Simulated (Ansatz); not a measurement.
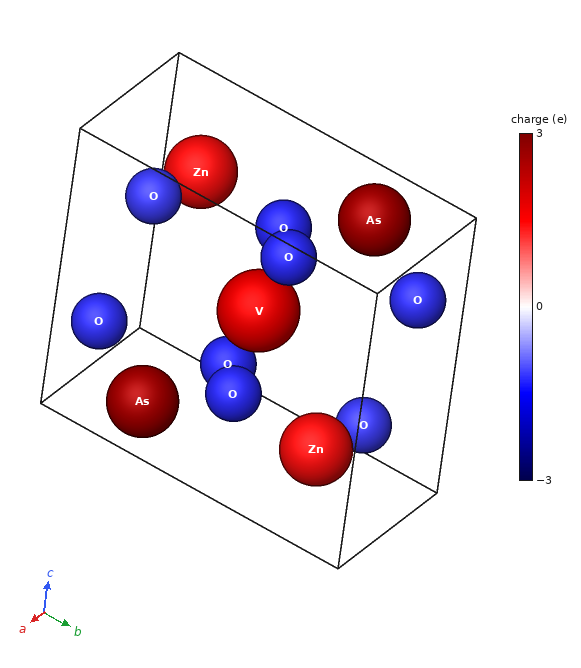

Crystal structure, spheres-only style, seen slightly off an axis. The frame is the simulation cell; atoms at its boundary are shown with their periodic copies. The atoms of this VZn₂As₂O₈ cell are coloured by their Bader charge.

Results below were computed with DFT, PAW plane waves, r2SCAN (Ansatz); the settings were a basis cut at 500 eV, k-mesh 4×3×4, Gaussian smearing of 0.086 eV, no spin polarisation.

> What charges do the elements carry?

Most positive: As; most negative: O. Charges: about V +1.7 e; Zn +1.4 e; As +2.5 e; O -1.2 to -1.1 e.

The structure is a generated cell, made by putting these elements into a known structure type (the compound may or may not exist in this form); no relaxation was done. Ansatz was used for an electronic-structure calculation on it.

At this level of theory the cell isn't at rest (stretched, at -9 GPa and forces up to 2.8 eV/Å), so its distances can differ from those at equilibrium, the more so the softer the solid.
